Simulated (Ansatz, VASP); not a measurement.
# NaCl (Halite) in two plane-wave programs, part 2 of 2

Aim: how closely do two programs agree when they are given the same cell, functional and k mesh? The cell is taken from a series of VASP runs on this material, whose earlier steps may have relaxed, scaled or displaced it; both programs get it as it stands. Valence electrons are named where the data sets of a main pair hold unlike numbers.

VASP 6.6.1 and Ansatz 0.2.0.

So far. Step 2 (VASP: band structure, HSE06): The k-mesh is coarse for exact exchange; levels may shift by about 0.1 eV on a finer one.

### Step 3. Ansatz: band structure, HSE06

Level of this step: Ansatz beside VASP: Kohn-Sham DFT, plane waves, HSE06 (Ansatz).

Ansatz runs on its default PAW (the set named soft_2) files.

The same cell, functional, mesh and smearing now go to Ansatz, which takes its cutoff from its data sets.

Input file input.yaml:

```yaml
crystal:
  lattice:
    - [0.0, 2.82028, 2.82028]
    - [2.82028, 0.0, 2.82028]
    - [2.82028, 2.82028, 0.0]
  atoms:
    - { symbol: Cl, position: [0.5, 0.5, 0.5] }
    - { symbol: Na, position: [0.0, 0.0, 0.0] }
hamiltonian:
  xc: { exchange: pbe, correlation: pbe, exx: { coeff: 0.25, omega: 0.2 } }
  pseudopotentials: { kind: paw }
kpoints:
  mp_grid: { grid: [5, 5, 5] }
  band_path:
    path:
      - [0.0, 0.0, 0.0]
      - [0.5, 0.0, 0.5]
      - [0.5, 0.22222, 0.72222]
      - [0.40278, 0.34722, 0.75]
      - [0.125, 0.125, 0.25]
      - [0.27778, 0.27778, 0.27778]
      - [0.55556, 0.38889, 0.55556]
      - [0.58333, 0.25, 0.66667]
      - [0.5, 0.30556, 0.69444]
      - [0.48611, 0.48611, 0.52778]
      - [0.625, 0.25, 0.625]
      - [0.5, 0.0, 0.5]
    npoints: 1
scf:
  occupations: { method: gaussian, width: 0.03 }
  n_extra_bands: 7
output:
  forces: true
  stress: true
  eigenvalues: true
  write_density: true
  write_potential: true
  elf: true
  volumetric_format: npy
```

Run with:

```
ansatz run input.yaml --threads 4 --pin off --max-ram 9216MiB --backend cpu --events-out ev --progress --plain --runs-dir out
```

Numbers of over 12 decimals in the logs are rounded to 6 here.

Log:

```text
Warning: output.stress: scf.convergence.dr2_threshold = 1e-7 eV (the SCF's general default) is looser than the 2e-10 eV advised for a printed stress (1e-10 eV for each atom of the cell: 2). What an SCF threshold leaves in a stress goes as its square root, and in the free energy as the threshold itself, and one threshold admits the most on a small cell: [figures from the program's tests cut] Set scf.convergence.dr2_threshold to 2e-10 eV or tighter. The threshold is an SCF's pass mark: one that does not reach it within its budget of iterations ends unconverged, or closes short of it on a stop that the run arms, and scf.convergence.dr2_threshold's page says what that costs each kind of run
Warning: output.stress: scf.exx.energy_threshold = 1e-6 eV is looser than the 2e-8 eV advised for a stress under a hybrid functional (1e-8 eV for each atom of the cell: 2). Every SCF of the exchange loop can meet its threshold on dr2 while the loop round them stops early: no threshold on dr2 bounds what that leaves in the stress. Set scf.exx.energy_threshold to 2e-8 eV or tighter. The threshold is the loop's pass mark: a loop that does not reach it within its budget of cycles ends unconverged, and scf.exx.energy_threshold's page has the law
scf.n_extra_bands = 7 over 8 filled bands (N_el = 16.0): the run solves 15 bands
Engine: ansatz 0.2.0, aarch64-unknown-linux-gnu
Pseudopotentials: kind: paw
Pseudopotential: Cl, paw, valence charge 7, recommended cutoff 420 eV (normal), Cl.paw.azcp
Pseudopotential: Na, paw, valence charge 9, recommended cutoff 420 eV (normal), Na.paw.azcp
Functional definition: unnamed
  parameter a_1 = 0.25
  parameter omega_1 = 0.2/angstrom
  exchange = pbe_x + (-a_1)*pbe_x_sr(omega_1) + a_1*exact_x_sr(omega_1)
  correlation = pbe_c
Crystal: 2 atoms, lattice volume = 44.865 Å³
Basis set: ecut = 420 eV, 893 PW (Γ), exchange–correlation on 54×54×54 points (8 copies of the dense FFT grid, shifted against one another)
Bands: 15, of which v1, the nominal top of the filled ones, is band 8 counted from 1 (7 counted from 0)
Symmetry: 48 space group operations
Space group: Fm-3m (ITA 225), of the structure as read, at distance tolerance 3.6e-5 Å
k-points: 10 of 125
Non-local potential: Cl, projectors of the file, l = 0: 2, l = 1: 2, l = 2: 2
Non-local potential: Na, projectors of the file, l = 0: 3, l = 1: 2, l = 2: 1
PAW form: soft (Blöchl's): semilocal exchange-correlation on the pseudo side does not see the compensation charge
PAW frozen core: Cl, regenerated for the run's functional, and the local potential with it (the file was generated under x = pbe(κ = 0.804, μ = 0.219515), c = pbe(β = 0.066725))
PAW frozen core: Na, regenerated for the run's functional, and the local potential with it (the file was generated under x = pbe(κ = 0.804, μ = 0.219515), c = pbe(β = 0.066725))
PAW one-centre angular grid: Cl, 110 points (default); XC on 64 Gauss nodes
PAW one-centre angular grid: Na, 110 points (default); XC on 96 Gauss nodes
Initial density: superposition of atomic densities (neutral atoms: chi_scale 0, normalization atom), corrected by the library's trained network
Initial wavefunctions: pseudopotential atomic-orbital guess
Functional: x = pbe(κ = 0.804, μ = 0.219515), c = pbe(β = 0.066725), warm-up for x = pbe(κ = 0.804, μ = 0.219515) + 0.25 (exact − pbe) at short range (hse, ω = 0.2 Å⁻¹), c = pbe(β = 0.066725)
SCF iter   1: F=—  HF=-2569.550373 eV  |F-HF|=—  |Δ(HF+E_count)|=         —  Δρ=5.89e-4  dr2=2.02e-4  ethr=1.77e-3  ⟨swp⟩=2.0  Hψ=1061  notcnv=0
preconditioner: auto → none  [insulator: Δε(μ)=5.095 eV  Ē_g=23.187 eV  σ=0.030 eV  W_gap=1.00  n_scr=14 (ndim 8)  ℏωp=20.7 eV  f_vac=0.033  D(μ)=0.00/eV (n_scr^D=0)]
iter 2 solved again at ethr=1.17e-8 eV; its pass at ethr=1.26e-6 eV (dr2=1.87e-6 eV) is discarded
SCF iter   2: F=-2569.550271 eV  HF=-2569.550274 eV  |F-HF|=3.36e-6  |Δ(HF+E_count)|=   9.84e-5  Δρ=8.15e-5  dr2=1.86e-6  ethr=1.17e-8  ⟨swp⟩=2.7  Hψ=542  notcnv=0  defer=1
SCF 1 stopped early in 2 iterations: F = -2569.550271 eV  dr2 = 1.86e-6
  greatest PAW one-centre occupation: 0.999 electrons in one spin orbital (limit 2), on the Na atom at site 1 (counted from 0), in its partial waves of l = 0
Initial density: handed on by an earlier stage of this run
Initial wavefunctions: those handed on with the density
Functional: x = pbe(κ = 0.804, μ = 0.219515) + 0.25 (exact − pbe) at short range (hse, ω = 0.2 Å⁻¹), c = pbe(β = 0.066725)
Exchange kernel: α = 0.2500, screened, ω = 0.2000 Å⁻¹, Wigner–Seitz truncation, v(0) = 1126.1855 eV·Å³, q-mesh 5×5×5, nearest image of the exchange supercell L = 19.94 Å, pair-density grid 15×15×15, without the augmentation charges, whose exchange is taken in its separable form by FFT convolution over the k-point mesh (sized by the pseudopotential files, 24×24×24 at the most), smooth part of the exact exchange by density-matrix convolution
Frozen-core exchange: fock
SCF iter   1: F=—  HF=-2570.503241 eV  |F-HF|=—  |Δ(HF+E_count)|=         —  Δρ=4.87e-3  dr2=5.75e-3  ethr=1.16e-7  ⟨swp⟩=8.7  Hψ=793  notcnv=0
preconditioner: auto → none  [insulator: Δε(μ)=6.471 eV  Ē_g=17.805 eV  σ=0.030 eV  W_gap=1.00  n_scr=14 (ndim 8)  ℏωp=15.7 eV  f_vac=0.032  D(μ)=0.00/eV (n_scr^D=0)]
SCF iter   2: F=—  HF=-2570.500283 eV  |F-HF|=—  |Δ(HF+E_count)|=   2.96e-3  Δρ=1.37e-3  dr2=6.67e-4  ethr=1.16e-7  ⟨swp⟩=4.0  Hψ=390  notcnv=0
SCF iter   3: F=—  HF=-2570.501952 eV  |F-HF|=—  |Δ(HF+E_count)|=   1.67e-3  Δρ=6.82e-4  dr2=1.33e-4  ethr=1.16e-7  ⟨swp⟩=4.1  Hψ=368  notcnv=0
SCF iter   4: F=—  HF=-2570.501914 eV  |F-HF|=—  |Δ(HF+E_count)|=   3.83e-5  Δρ=1.32e-4  dr2=5.84e-6  ethr=1.16e-7  ⟨swp⟩=3.0  Hψ=316  notcnv=0
SCF iter   5: F=-2570.501915 eV  HF=-2570.501914 eV  |F-HF|=1.19e-6  |Δ(HF+E_count)|=   4.08e-7  Δρ=1.14e-5  dr2=7.60e-7  ethr=3.22e-8  ⟨swp⟩=2.0  Hψ=269  notcnv=0
SCF 2 stopped early in 5 iterations: F = -2570.501915 eV  dr2 = 7.60e-7
hybrid outer 1: dexx = +1.791e-3 eV, tail = 7.55e-6 eV
Exchange kernel: α = 0.2500, screened, ω = 0.2000 Å⁻¹, Wigner–Seitz truncation, v(0) = 1126.1855 eV·Å³, q-mesh 5×5×5, nearest image of the exchange supercell L = 19.94 Å, pair-density grid 15×15×15, without the augmentation charges, whose exchange is taken in its separable form by FFT convolution over the k-point mesh (sized by the pseudopotential files, 24×24×24 at the most), smooth part of the exact exchange by density-matrix convolution
Frozen-core exchange: fock
SCF iter   1: F=—  HF=-2570.501863 eV  |F-HF|=—  |Δ(HF+E_count)|=         —  Δρ=4.06e-5  dr2=3.97e-7  ethr=2.36e-7  ⟨swp⟩=5.4  Hψ=411  notcnv=0
preconditioner: auto → none  [insulator: Δε(μ)=6.503 eV  Ē_g=17.809 eV  σ=0.030 eV  W_gap=1.00  n_scr=14 (ndim 8)  ℏωp=15.7 eV  f_vac=0.036  D(μ)=0.00/eV (n_scr^D=0)]
SCF iter   2: F=-2570.501863 eV  HF=-2570.501863 eV  |F-HF|=7.43e-9  |Δ(HF+E_count)|=   1.80e-7  Δρ=4.75e-6  dr2=8.29e-9  ethr=2.23e-9  ⟨swp⟩=3.0  Hψ=294  notcnv=0
SCF 3 converged in 2 iterations: F = -2570.501863 eV  dr2 = 8.29e-9
  Residual-converged pass: ⟨swp⟩=3.0  Hψ=293  notcnv=0  max |occ|·‖R‖ = 2.3e-6 eV (tolerance 2.4e-6 eV)  dr2=8.35e-9  dr2_onsite=1.57e-9  max |Δocc| = 0.0e0
hybrid outer 2: dexx = +5.631e-8 eV, tail = 2.11e-8 eV, Δε = 2.58e-3 eV (about 2.05e-4 eV left of the loop's levels)
NSCF: frozen V_eff on 12 k-points
hybrid SCF converged: 2 outer / 7 inner (+2 warm-up), last move |dexx| = 5.63e-8 eV, tail = 2.11e-8 eV
Stability not checked: this state was not tested for a lower state beside it, because the functional holds exact exchange (a hybrid, or Hartree-Fock), whose exchange loop this test does not read (fock_operator; see scf.lower_state_search)
Free energy (F): -2570.501863 eV
Frozen-core exchange: fock
Harris-Foulkes:  -2570.501863 eV  (|F-HF|=7.43e-9)
Internal energy: -2570.501863 eV  (E = F + TS)
E sigma→0 (E₀):  -2570.501863 eV
Fermi energy:    3.348685 eV
--- Per-component energies (eV) ---
  E_band       = -272.886347
  E_kinetic    = 283.383495
  E_local      = -1531.695484  (includes V_loc(G=0)·N_el)
  E_nonlocal   = 143.619593
  E_hartree    = 540.928750
  E_xc         = -118.047855
  E_vxc        = -138.133503  (∫ρ·V_xc dr)
  E_exx        = -58.672614  (= α·E_x^exact, valence–valence)
  E_paw        = -893.811991  (= ΣΔE_a)
  E_vpaw       = 5.427843  (= ΣTr[D̂ρ^β])
  E_aug_tail   = 0.000073  (compensation charges beyond the density's cutoff)
  E_ewald      = -936.060707
  E_core_change = -0.145122  (= ΣΔE_core)
  E_smearing   = -0.000000  (= −TS)
  E_closure    = -0.000001  (closes the sum)
  Σ components = -2570.501863   (vs F -2570.501863, Δ=0.00e0)
--- Forces (eV/Å), atoms counted from 1 ---
  atom   1  Cl     0.00000000    -0.00000000    -0.00000000
  atom   2  Na     0.00000000    -0.00000000    -0.00000000
  max |Σ_I F_I| component: 2.12e-29 eV/Å
--- Stress (GPa, compression-positive) ---
        0.172924       0.000000      -0.000000
        0.000000       0.172924       0.000000
       -0.000000       0.000000       0.172924
  P = ⅓ Tr σ = 0.1729 GPa (1.729 kbar)
--- Band table (eV; the first three rows and the last of 10) ---
  k-point 0: bands = [... 4 lower, -13.7488, 0.0970, 0.0970, 0.0970, 6.6003, 12.6731, 12.6731, 12.6731, ... 3 higher]
  k-point 1: bands = [... 4 lower, -13.6288, -0.7300, -0.0050, -0.0050, 7.7034, 11.6986, 13.0129, 13.0129, ... 3 higher]
  k-point 2: bands = [... 4 lower, -13.4244, -1.7833, -0.1618, -0.1618, 8.6954, 12.0477, 12.6568, 12.6568, ... 3 higher]
  k-point 9: bands = [... 4 lower, -13.3381, -1.4171, -0.9224, -0.5215, 10.4204, 10.7894, 11.2100, 13.7753, ... 3 higher]
```

Wall time 19 s (4 threads of Arm Neoverse V1, shared host); peak memory 0.67 GiB.

### Step 4. Side by side

Known differences besides the potentials themselves: exact exchange at q = 0 is treated differently, which shows on coarse meshes; VASP keeps PBE cores, Ansatz makes them for the functional; the data sets hold 16 valence electrons in Ansatz (on its default PAW (the set named soft_2) files) and 14 in VASP; the cutoff is 420 eV in Ansatz and 350 eV in VASP; VASP takes a coarser grid for exact exchange (PRECFOCK = Fast). Total energies have different zeros and are not compared.

Compared:

```
                     quantity  Ansatz   VASP  difference
gap over the path points (eV)   6.503  6.491      +0.012
```

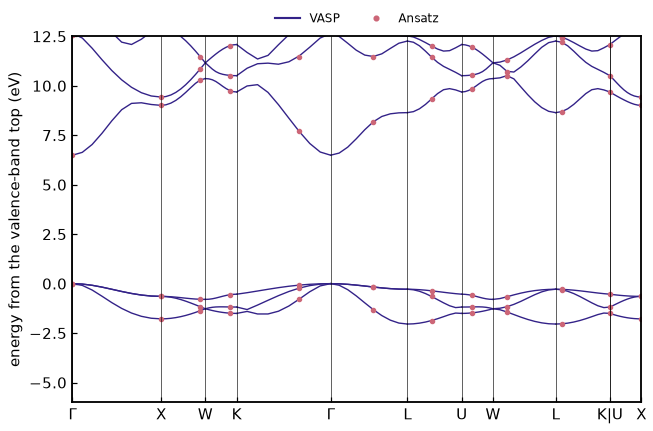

Bands from VASP (lines) and levels from Ansatz (dots). Dots without a line are higher empty bands that the VASP plot leaves out.

Levels at points of the path, from each program's valence-band top (eV; 3 filled, then empty):

```
k (reciprocal lattice)                               Ansatz                                 VASP
     0.000 0.000 0.000      0.00 0.00 0.00 6.50 12.58 12.58      0.00 0.00 0.00 6.49 12.64 12.64
     0.500 0.000 0.500    -1.78 -0.64 -0.64 9.01 9.41 12.91    -1.78 -0.64 -0.64 9.01 9.43 12.91
     0.500 0.222 0.722  -1.36 -1.17 -0.79 10.29 10.84 11.44  -1.36 -1.17 -0.79 10.30 10.86 11.46
     0.403 0.347 0.750   -1.49 -1.18 -0.56 9.76 10.52 12.01   -1.49 -1.18 -0.56 9.76 10.53 12.02
     0.125 0.125 0.250   -0.78 -0.23 -0.07 7.70 11.48 12.85   -0.78 -0.23 -0.07 7.68 11.51 12.90
     0.278 0.278 0.278   -1.31 -0.17 -0.17 8.19 11.46 12.84   -1.31 -0.17 -0.17 8.18 11.48 12.90
     0.556 0.389 0.556   -1.86 -0.65 -0.36 9.33 11.44 12.00   -1.87 -0.65 -0.36 9.33 11.45 12.02
     0.583 0.250 0.667   -1.48 -1.18 -0.59 9.85 10.54 11.94   -1.48 -1.18 -0.59 9.85 10.55 11.95
     0.500 0.306 0.694  -1.43 -1.17 -0.66 10.51 10.72 11.28  -1.43 -1.17 -0.67 10.51 10.73 11.30
     0.486 0.486 0.528   -2.03 -0.31 -0.29 8.69 12.21 12.42   -2.03 -0.31 -0.29 8.69 12.20 12.47
```

Among the levels compared at these points, filled levels agree within 3 meV and empty ones within 66 meV.

### Step 5. Outcome

| Item | Value |
| --- | --- |
| largest difference of a filled level at the path points (band structure, HSE06) | 2.8 meV |

In words: The largest difference of a filled level at the path points is 2.8 meV (band structure, HSE06), within the 80 meV picked in this series as the mark of a large difference. The data sets hold unlike numbers of valence electrons (16 in Ansatz and 14 in VASP), so part of the differences comes from the potentials. How closely two codes agree says nothing of how well the functional describes the real material.

[Lines on the potential files, build, host, timing and source positions are cut from VASP's logs without a mark.]

[Logs are printed without paths, hosts, clocks, repeated set-up lines and the standing remarks that a program may print on its own settings, such as how far it seeks lower states.]

[Hosts, paths, dates, database ids (printed as entryN), source tags and the programs' standing remarks are cut or masked in the printed files.]
